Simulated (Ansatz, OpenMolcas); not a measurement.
**BH2F (SMILES BF): methods side by side**

The species is BH2F (4 atoms), meant as a singlet with charge 0. As SMILES, `BF`. The coordinates come from a PBE0-D4/def2-TZVP relaxation.

```xyz
4

B    -0.0273   -0.0040   -0.0308
F     1.0612   -0.2967    0.6499
H    -1.0125   -0.6491    0.1862
H     0.0342    0.8896   -0.8256
```

Quantity: the energy change with the B1–H3 bond stretched from 1.197 to 2.395 Å, in eV. The values are calculated.

```
                      level                    kind     program  value (eV)  less FCI/STO-3G  CPU time (all runs)
    PBE/STO-3G (restricted)                     GGA  OpenMolcas        5.13            +0.42                6.6 s
  B3LYP/STO-3G (restricted)           global hybrid  OpenMolcas        5.56            +0.85                7.4 s
 M06-2X/STO-3G (restricted)         hybrid meta-GGA  OpenMolcas        6.09            +1.38                7.7 s
  HSE06/STO-3G (restricted)  range-separated hybrid      Ansatz        5.79            +1.08                1.6 s
wB97M-V/STO-3G (restricted)  range-separated hybrid      Ansatz        5.93            +1.22                 17 s
         CASPT2(2,2)/STO-3G          multireference  OpenMolcas        4.59            -0.12                3.1 s
           MRCI(2,2)/STO-3G          multireference  OpenMolcas        4.79            +0.08                3.2 s
   ACPF/STO-3G (restricted)   coupled cluster or CI  OpenMolcas        4.05            -0.66                3.3 s
                 FCI/STO-3G      exact in the basis      Ansatz        4.71             0.00               0.59 s
```

FCI/STO-3G is exact within its basis and frozen core, so for wave-function methods in that basis the difference is their error; functionals converge differently with the basis, so for them it is only a difference. The first shape isn't each level's own minimum. The values span 4.05 to 6.09 eV. All rows use very small basis sets, so even the best lies far from the true value. Times are those of the runs behind each value, whatever else they computed, on shared processors of several kinds: orders of magnitude only.

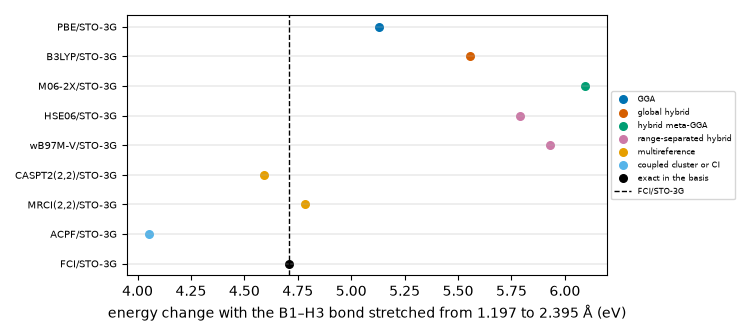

The values of the table, level by level.
